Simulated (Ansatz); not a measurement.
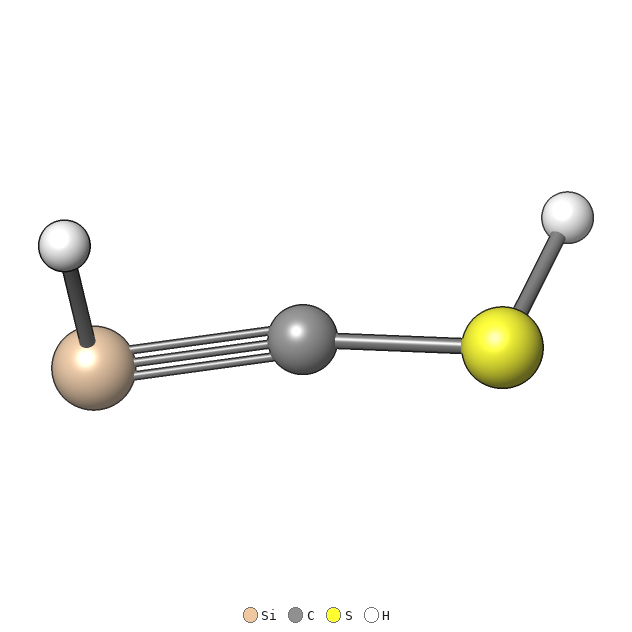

Ball-and-stick drawing of a structure.

Describe the molecule.

Formula CH₂SSi. Its SMILES string is `[SiH]#CS`. Among its groups: thiol, Si–H bond. Coordination, clear cases only: 1 Si bent; 1 S bent.

The parts below concern this one geometry. Atoms keep their numbers from picture to picture. The geometry was computed by an optimisation with PBE0-D4/def2-TZVP. No frequency run is at hand to confirm it as a minimum.

**Geometry**

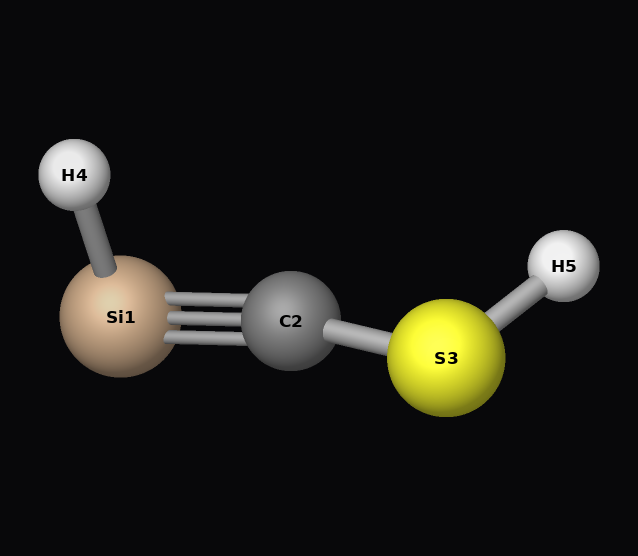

Atoms carry their numbers in the input. No frequency run is at hand to confirm it as a minimum.

Which atoms are bonded, and how long are the bonds?

```tsv
bond	length (Å)	order
Si1–C2	1.707	triple
Si1–H4	1.525	single
C2–S3	1.614	single
S3–H5	1.366	single
```

**Electronic properties**

No frequency run is at hand to confirm it as a minimum. Properties computed with RKS PBE0-D4/def2-TZVPP (Ansatz 0.2.0).

What is the HOMO energy (Kohn–Sham orbital)?

−6.81 eV.

What is the HOMO–LUMO gap?

4.54 eV.

**Dipole moment**

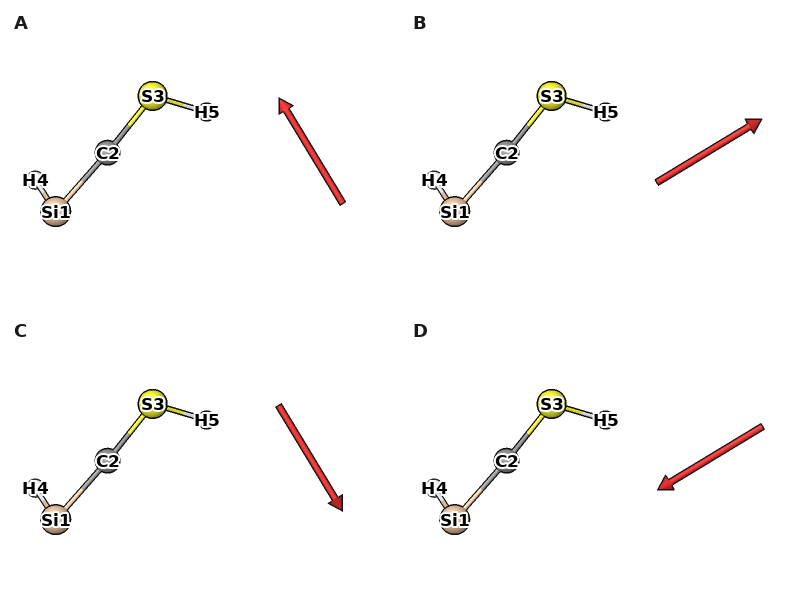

The same molecule four times, each with an arrow. No frequency run is at hand to confirm it as a minimum. Method: RKS PBE0-D4/def2-TZVP (Ansatz 0.2.0).

Which arrow points along the dipole moment, from the negative to the positive end?

B. The dipole moment is 1.77 D; it points from the side of Si1, H4 to the side of H5 (the outermost atoms at the two ends).

**Charges**

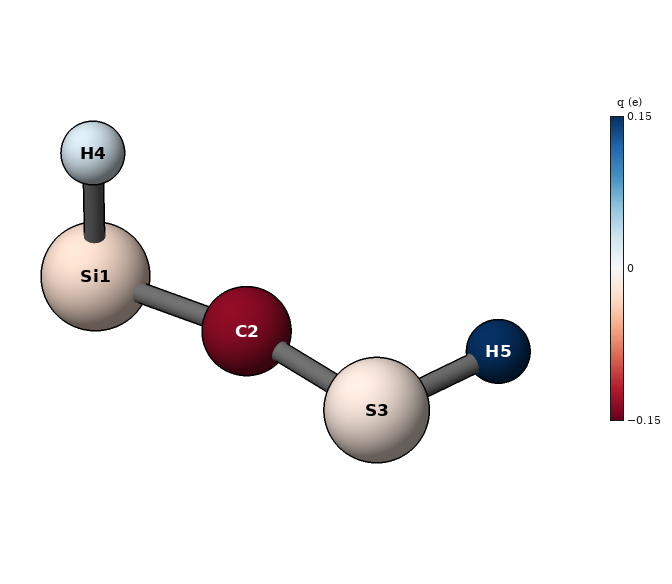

Atoms are coloured by their Mulliken charges. No frequency run is at hand to confirm it as a minimum. Method: RKS PBE0-D4/def2-TZVP (Ansatz 0.2.0).

List the Mulliken charges.

```csv
atom,value (e)
Si1,−0.02
C2,−0.13
S3,−0.02
H4,0.03
H5,0.15
```

Mulliken values depend strongly on the basis set and can even reverse the polarity of a bond.
